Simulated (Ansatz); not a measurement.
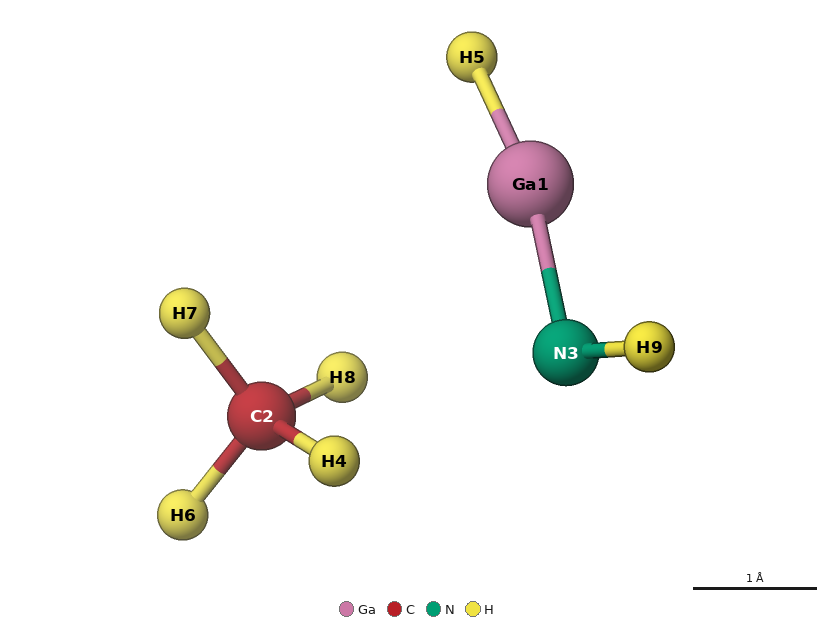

Computed geometry: PBE0-D4/def2-TZVP optimisation.

Estimate the angles N3–Ga1–H5, Ga1–N3–H9.

```tsv
angle	degrees
N3–Ga1–H5	167.3
Ga1–N3–H9	119.7
```
